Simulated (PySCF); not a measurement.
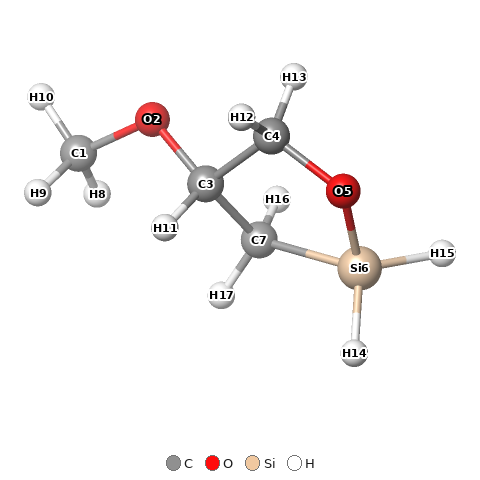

The molecule: C₄H₁₀O₂Si, SMILES CO[C@@H]1CO[SiH2]C1.

GIAO shifts, PBE0/pcSseg-1 with PySCF, at a GFN2-xTB geometry (no frequency check), against TMS for ¹³C computed at the same level. Gas phase, fully decoupled, line heights follow the number of nuclei, widths are arbitrary (no quadrupolar broadening); values of one conformer, averaged over methyl-type rotors and exact or near symmetry; other conformers aren't averaged in.

Q: Which ¹³C signals does it give?

A: 4 signals.


```
δ (ppm)  nuclei  atoms
   83.8       1     C3
   74.6       1     C4
   59.4       1     C1
   17.0       1     C7
```

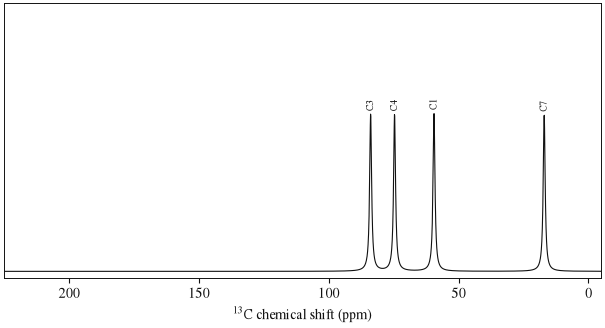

Caveats: the tight-binding geometry is rougher than a DFT one and adds to the error.
